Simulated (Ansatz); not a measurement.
System: KAl3Pb2.

```
K Al Pb
1.0
     4.79514    0.00000    0.00000
    -2.39757    4.15271    0.00000
     0.00000    0.00000   27.24653
K Al Pb
3 9 6
Direct
  0.00000 0.00000 0.00000
  0.66667 0.33333 0.33333
  0.33333 0.66667 0.66667
  0.00000 0.00000 0.13647
  0.66667 0.33333 0.46980
  0.33333 0.66667 0.80314
  0.66667 0.33333 0.19686
  0.33333 0.66667 0.53020
  0.00000 0.00000 0.86353
  0.33333 0.66667 0.16667
  0.00000 0.00000 0.50000
  0.66667 0.33333 0.83333
  0.00000 0.00000 0.24059
  0.66667 0.33333 0.57392
  0.33333 0.66667 0.90725
  0.66667 0.33333 0.09275
  0.33333 0.66667 0.42608
  0.00000 0.00000 0.75941
```

Space group R-3m; a structure from a database of computed crystals, not necessarily the ambient phase; a generated structure, not necessarily the stable one.

Level of theory: DFT PBE, scalar-relativistic, plane waves, PAW in Ansatz 0.2.0.

### Predict the valence pseudo-density and electron localisation function between the atoms.

Al–Pb (2.84 Å): ρ at the midpoint is about 0.28 e/Å³; the ELF is about 0.50 at the midpoint.
K–Al (3.72 Å): the density is about 0.05 e/Å³ at the midpoint, with its minimum of 0.04 e/Å³ about 1.7 Å from K; the ELF peaks at about 0.70 in the valence shell of Al, 1.1 Å from its nucleus, and drops to about 0.05 between the two atoms.
Bader's partition of the density gives K +0.74, Al +0.01 to +0.27 and Pb −0.64 e.

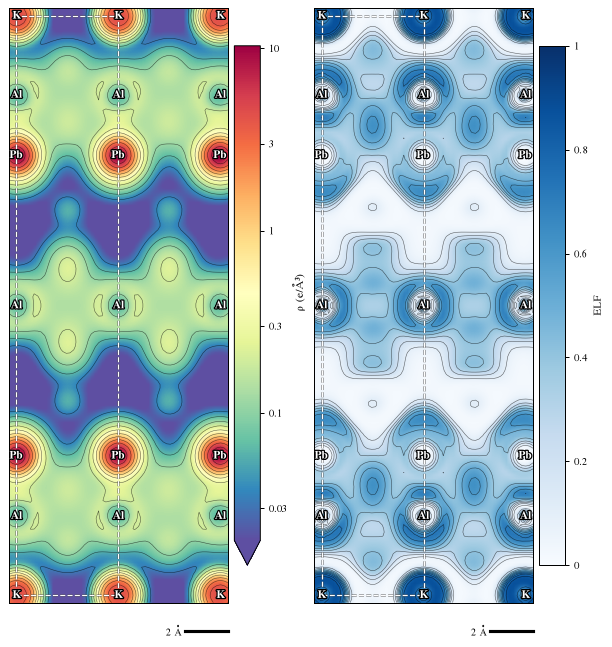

Computed valence pseudo-density and electron localisation function on the (100) plane of the conventional cell, in this order. 
